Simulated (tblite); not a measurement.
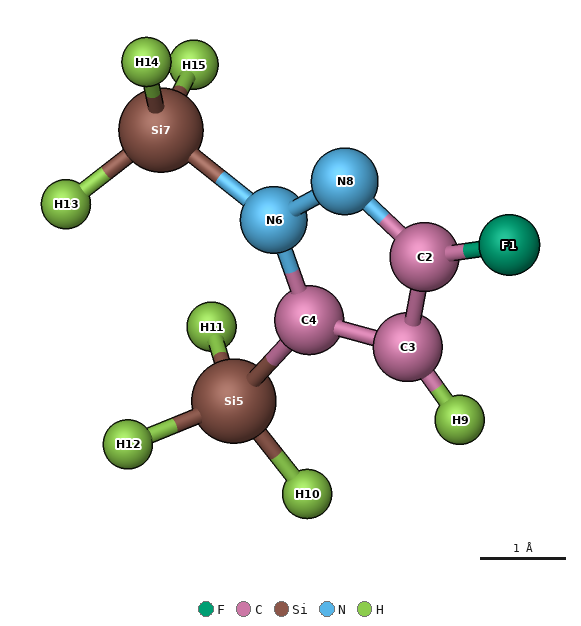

The structure as given in the input (ball-and-stick view, seen at a tilt; atoms are numbered from 1 in the order of the input).

## Frequency calculation, with input and output: C$_{3}$H$_{7}$FN$_{2}$Si$_{2}$

- system: C$_{3}$H$_{7}$FN$_{2}$Si$_{2}$
- method: GFN2-xTB harmonic vibrations, gas phase (tblite 0.8.0)

It belongs to a series of runs on one base structure; here: C2H5 replaced by SiH3.

## The input
```
{"job": {"kind": "ir", "xc": "GFN2-xTB", "basis": "xTB"}, "charge": 0, "multiplicity": 1}
F      3.346961    -1.342687     0.326707
C      2.122277    -0.839160     0.196738
C      1.788686     0.512976     0.034715
C      0.410828     0.510989    -0.054093
Si    -0.750863     1.962005    -0.278391
N      0.012437    -0.786768     0.050244
Si    -1.567664    -1.556834     0.116681
N      1.062807    -1.610516     0.207494
H      2.456276     1.347531    -0.011675
H      0.044064     3.181317    -0.143585
H     -1.790879     1.909494     0.752192
H     -1.356589     1.890487    -1.610724
H     -2.406846    -0.816705    -0.826505
H     -1.305504    -2.933529    -0.266572
H     -2.070405    -1.420612     1.484862
```

The first line tells a small driver script what to run in tblite; the rest is the geometry in Å.

Run on 1 CPU thread, shared host.

Launch command:
```bash
OMP_NUM_THREADS=1 python <driver script> task.json out
```

## What the program printed
```
mode    cm-1     km/mol
  1      27.6      0.25
  2      84.3      0.07
  3     117.1      2.64
  4     134.0      1.23
  5     140.3      0.98
  6     190.0      2.26
  7     337.7      1.17
  8     407.5      7.41
  9     439.2      8.37
 10     464.8     17.38
 11     524.5     23.16
 12     550.7     83.52
 13     578.1    114.15
 14     588.8    113.41
 15     635.7      5.49
 16     645.4     12.58
 17     705.7      7.94
 18     737.9    150.68
 19     760.6    373.08
 20     773.1    136.90
 21     774.2    207.84
 22     780.8    132.37
 23     799.2     11.80
 24     805.5    524.45
 25    1040.6     35.10
 26    1057.9      1.56
 27    1086.0     14.08
 28    1232.0    148.94
 29    1309.6    130.46
 30    1431.1     54.79
 31    1455.8    159.92
 32    1547.7    119.79
 33    2247.6    106.02
 34    2251.1    107.02
 35    2262.2    575.84
 36    2268.8    219.40
 37    2285.2    293.67
 38    2364.9    217.18
 39    3190.4     12.36
```

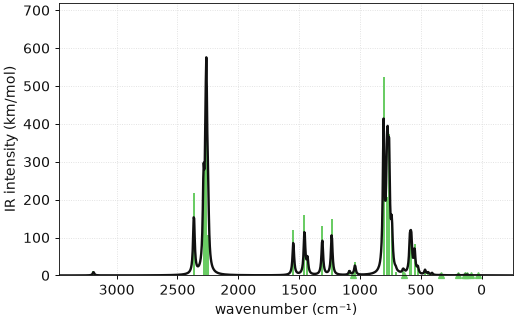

Harmonic infrared spectrum, unscaled: sticks (degenerate modes added up, dark ones marked on the axis) with a Lorentzian envelope of 16 cm⁻¹ full width, scaled to the tallest stick. 39 modes from 28 to 3190 cm⁻¹, none imaginary. The strongest line is at 2262 cm⁻¹ (576 km/mol).

## Key numbers

```tsv
quantity	value
outcome	converged
total energy	−654.4193 eV
zero-point energy	55.8010 kcal/mol
peak memory	0.18 GiB
```
